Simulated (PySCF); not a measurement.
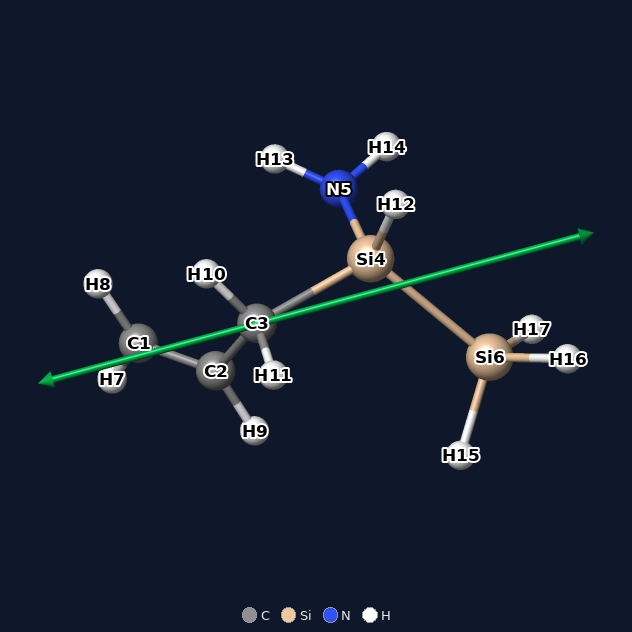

The double arrow shows the direction of the transition dipole to excited singlet state 2 (its length means nothing). Computed geometry: GFN2-xTB optimisation. No frequency run is at hand to confirm it as a minimum. Method: TDDFT PBE0/def2-SVPD, vertical, gas phase, core orbitals frozen in the response (PySCF 2.14.0).

Question. Give its energy, strength and character.

Answer. 5.96 eV (208 nm), oscillator strength 0.059, mainly HOMO → LUMO (weight 0.65); transition dipole 1.62 D.

The geometry is semi-empirical. Around Si such bond lengths and angles can be off by a tenth of an ångström or more and by several degrees, and values that hang on the shape move with them.
